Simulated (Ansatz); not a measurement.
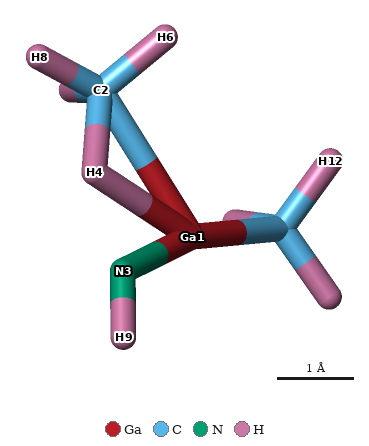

The structure (stick view, seen at a tilt; atoms are numbered from 1 in the order of the input). Sticks mark near contacts. Bond lengths as drawn: C–Ga 1.96 to 2.30 Å, C–H 1.11 to 1.36 Å, Ga–H 1.89 Å, Ga–N 1.77 Å and H–N 1.03 Å.

Run report: C₂H₈GaN, phonon calculation

System: C₂H₈GaN.
Method: RKS PBE-D4/def2-SVP (Ansatz 0.2.0).

It belongs to a series of runs on one base structure; here: vibrations at the highest image of the band. Figures and captions count atoms from 1; the log counts them from 0 in places.

The program's output:
```
Engine: ansatz 0.2.0, x86_64-unknown-linux-gnu
Functional definition: PBE
  parameter kappa = 0.804
  parameter beta = 0.06672455060314922
  exchange = pbe_x(kappa = kappa, mu = beta*pi^2/3)
  correlation = pbe_c(beta = beta)
1307 factors; their error is unknown
mean field evaluation 1: about -56024.6361 eV, gradient 1.0e2 eV
mean field evaluation 2: about -55919.3492 eV, gradient 1.9e2 eV
mean field evaluation 4: about -56047.4534 eV, gradient 1.5e1 eV
mean field evaluation 8: about -56048.0509 eV, gradient 3.3e-1 eV
mean field evaluation 16: about -56047.9940 eV, gradient 1.2e-3 eV
mean field -56047.99396495 eV, -2059.7257875172 hartree, gradient 1.3e-5 eV, S^2 0.000000; 0 other end points of the search recorded, 0 dependent functions left out
the calculation of the forces begins
reference -56047.99400471 eV, -2059.7257889782 hartree; 29, 29 occupied and 85, 85 virtual orbitals, 1307 factors
these checks for a lower state are left out or cut short: stability, starts, cluster_reference, orbital_swaps, neighbouring_geometries, increment
1307 factors; their error is unknown
mean field -56047.99392757 eV, -2059.7257861433 hartree, gradient 8.3e-7 eV, S^2 0.000000; 0 other end points of the search recorded, 0 dependent functions left out
[... from here on the field's lines of each further geometry are left out, up to the last ...]
the calculation of the forces begins
reference -56047.99398201 eV, -2059.7257881441 hartree; 29, 29 occupied and 85, 85 virtual orbitals, 1307 factors
these checks for a lower state are left out or cut short: stability, starts, cluster_reference, orbital_swaps, neighbouring_geometries, increment
1307 factors; their error is unknown
mean field evaluation 448: about -56048.0510 eV, gradient 2.0e-1 eV
mean field -56047.99396328 eV, -2059.7257874556 hartree, gradient 1.8e-6 eV, S^2 0.000000; 0 other end points of the search recorded, 0 dependent functions left out
the calculation of the forces begins
reference -56047.99400303 eV, -2059.7257889167 hartree; 29, 29 occupied and 85, 85 virtual orbitals, 1307 factors
WARN: phonons: modes at or below zero, which the zero-point energy, F, S and C_V leave out: 1, the lowest at -1388.85 cm⁻¹. A minimum has none, and a first-order saddle one
Total energy: -56048.20596652 eV, -2059.7335784311 hartree
Atom 0 at    -0.301298    -0.581125    -0.396015 Å, force    -0.007677     0.002888    -0.021038 eV/Å
Atom 1 at     0.530155     0.528963     1.439563 Å, force     0.001070     0.000343     0.003730 eV/Å
Atom 2 at    -0.506194    -1.865245     0.809711 Å, force     0.008112     0.011068     0.010978 eV/Å
Atom 3 at     0.058893    -0.747107     1.450662 Å, force    -0.015382    -0.005550    -0.001104 eV/Å
Atom 4 at    -0.248577     0.555466    -1.996729 Å, force    -0.001530    -0.005455    -0.001286 eV/Å
Atom 5 at     1.540464     0.754825     1.039563 Å, force     0.003578     0.005782     0.002979 eV/Å
Atom 6 at    -0.126134     1.416253     1.309975 Å, force     0.000427    -0.005829    -0.001914 eV/Å
Atom 7 at     0.657732     0.427692     2.540405 Å, force     0.005651    -0.003175     0.001385 eV/Å
Atom 8 at    -0.890647    -2.815296     0.710398 Å, force     0.002056    -0.003677     0.001211 eV/Å
Atom 9 at    -0.923016     1.423552    -1.861540 Å, force     0.001986     0.002430     0.001069 eV/Å
Atom 10 at    -0.574335    -0.021006    -2.884266 Å, force     0.000228    -0.000307     0.003965 eV/Å
Atom 11 at     0.782955     0.923031    -2.161725 Å, force     0.001479     0.001481     0.000024 eV/Å
Dipole moment:     0.006176     0.265165    -0.374841 e Å
Vibrations: -1388.85 61.33 96.05 127.14 139.30 271.69 399.30 420.24 505.08 561.39 651.85 696.31 715.54 815.80 899.25 1161.47 1167.20 1187.08 1356.87 1368.30 1374.62 1379.77 1714.99 2956.47 2986.12 3037.96 3065.69 3097.79 3100.22 3431.83 cm⁻¹, zero-point energy 2.401987 eV
```

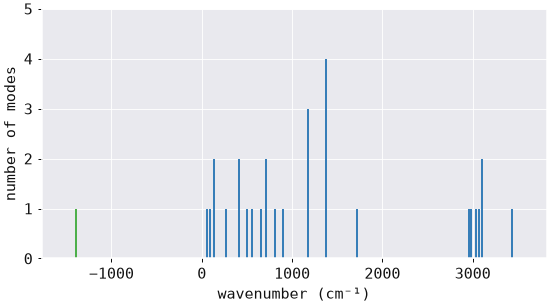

Harmonic vibrational wavenumbers from the force constants; neighbouring modes closer than 22 cm⁻¹ are counted in one stick, and imaginary ones are drawn at negative wavenumbers. 30 modes from 1389i to 3432 cm⁻¹, 1 imaginary beyond 8i (1389i cm⁻¹): a first-order saddle point, if the geometry is stationary.

This output came from the following input.

Input file:
```yaml
crystal:
  periodic: [false, false, false]
  atoms:
    - { symbol: Ga, position_ang: [-0.301298, -0.581125, -0.396015] }
    - { symbol: C, position_ang: [0.530155, 0.528963, 1.439563] }
    - { symbol: "N", position_ang: [-0.506194, -1.865245, 0.809711] }
    - { symbol: H, position_ang: [0.058893, -0.747107, 1.450662] }
    - { symbol: C, position_ang: [-0.248577, 0.555466, -1.996729] }
    - { symbol: H, position_ang: [1.540464, 0.754825, 1.039563] }
    - { symbol: H, position_ang: [-0.126134, 1.416253, 1.309975] }
    - { symbol: H, position_ang: [0.657732, 0.427692, 2.540405] }
    - { symbol: H, position_ang: [-0.890647, -2.815296, 0.710398] }
    - { symbol: H, position_ang: [-0.923016, 1.423552, -1.86154] }
    - { symbol: H, position_ang: [-0.574335, -0.021006, -2.884266] }
    - { symbol: H, position_ang: [0.782955, 0.923031, -2.161725] }
basis:
  gaussian: { orbitals: def2-SVP }
hamiltonian:
  xc: pbe
  dispersion: d4
phonons: {}
```

Launched with:
```bash
ansatz run input.yaml --threads 2 --pin off --max-ram 3072MiB --backend cpu --events-out ev --progress --plain --runs-dir out
```

Summary:

| quantity | value |
| --- | --- |
| outcome | converged |
| total energy | −56048.2060 eV |
| mean-field energy | −56047.9940 eV |
| largest force (length of the vector) | 0.023 eV/Å |
| hardware | 2 threads of Intel Xeon (Granite Rapids), 16 GiB of memory available, shared host |
| wall time | 50 s (CPU time 96 s) |
| peak memory | 0.16 GiB |
